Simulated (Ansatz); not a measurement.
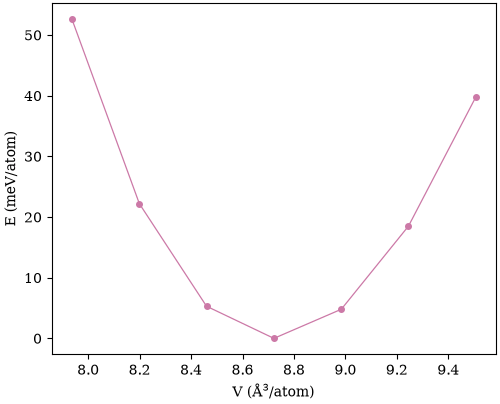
Fig. 1. B6P in space group R-3m (No. 166; B on 18h, B on 18h, P on 6c) under volume change, the program Ansatz at the r²SCAN level (PAW), shape and atoms relaxed at each volume.

**Question.** What does a third-order Birch–Murnaghan fit give for V₀, B₀ and B′?

**Answer.** V₀ = 8.72 Å³/atom, B₀ = 206 GPa, B′ = 3.7.

The first step of the workflow began from a Materials Project structure, measured or hypothetical; the Crystallography Open Database copy checked does not list it. Its standing as an ambient phase is unchecked. Symmetry was held in the r²SCAN relaxation; its stability against distortions is not shown here.

Potentials: the later of the program's two PAW sets.
